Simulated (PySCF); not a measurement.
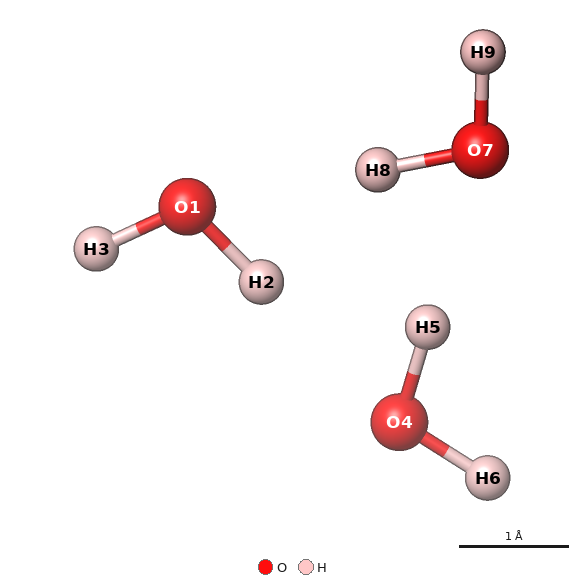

Simulated data, not a measurement (program: PySCF).

Orthographic view. Atoms fade into the background with distance from the viewer. Geometry: a fixed input geometry, not necessarily a minimum.

List the bonded neighbours of every atom.

O1: H2, H3
H2: O1
H3: O1
O4: H5, H6
H5: O4
H6: O4
O7: H8, H9
H8: O7
H9: O7
